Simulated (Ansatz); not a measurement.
Consider C$_{4}$H$_{6}$Be.

```json
{"atom": "C", "x (Å)": "1.2856", "y (Å)": "0.8596", "z (Å)": "-3.4859"}
{"atom": "C", "x (Å)": "2.1629", "y (Å)": "0.3115", "z (Å)": "-2.8424"}
{"atom": "C", "x (Å)": "3.1910", "y (Å)": "-0.3468", "z (Å)": "-2.0482"}
{"atom": "C", "x (Å)": "2.6987", "y (Å)": "-0.7463", "z (Å)": "-0.6455"}
{"atom": "Be", "x (Å)": "0.1232", "y (Å)": "1.5890", "z (Å)": "-4.3451"}
{"atom": "H", "x (Å)": "-0.8292", "y (Å)": "2.1857", "z (Å)": "-5.0462"}
{"atom": "H", "x (Å)": "3.5414", "y (Å)": "-1.2347", "z (Å)": "-2.5866"}
{"atom": "H", "x (Å)": "4.0556", "y (Å)": "0.3212", "z (Å)": "-1.9629"}
{"atom": "H", "x (Å)": "1.8554", "y (Å)": "-1.4358", "z (Å)": "-0.7146"}
{"atom": "H", "x (Å)": "2.3730", "y (Å)": "0.1326", "z (Å)": "-0.0862"}
{"atom": "H", "x (Å)": "3.5010", "y (Å)": "-1.2346", "z (Å)": "-0.0878"}
```

Geometry: B3LYP-D3(BJ)/6-311G**.

Level of theory: isolated molecule in a Gaussian basis; Kohn-Sham density functional theory, functional PBE0 (Ansatz 0.2.0).

> What can the converged electron density and electron localisation function tell about the bonding?

C–C (1.22 Å): ρ is about 2.8 e/Å³ halfway; the ELF peaks at about 0.85 between the atoms: a multiple bond.
C–Be (1.62 Å): ρ is about 1.1 e/Å³ halfway; the ELF peaks at about 0.95 between the atoms: a polar covalent bond.
C–H (1.09 Å): ρ is about 2 e/Å³ halfway; the ELF climbs to about 1 towards the hydrogen, as it does in any bond to H: an ordinary covalent bond to hydrogen.
Be–H (1.32 Å): ρ at the midpoint is about 0.69 e/Å³; the ELF climbs to about 1 towards the hydrogen.

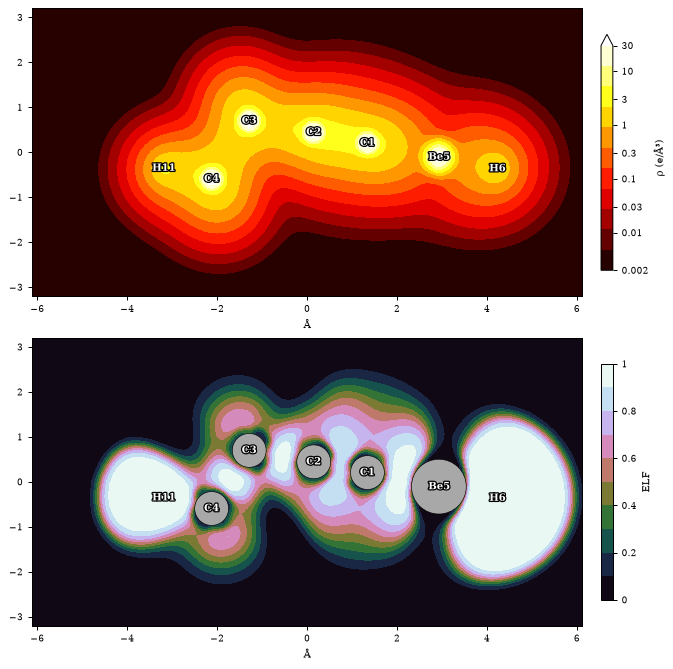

Computed electron density and electron localisation function on the plane of atoms C3, C4 and H11, in this order. Grey discs cover the atomic cores in the ELF map. 
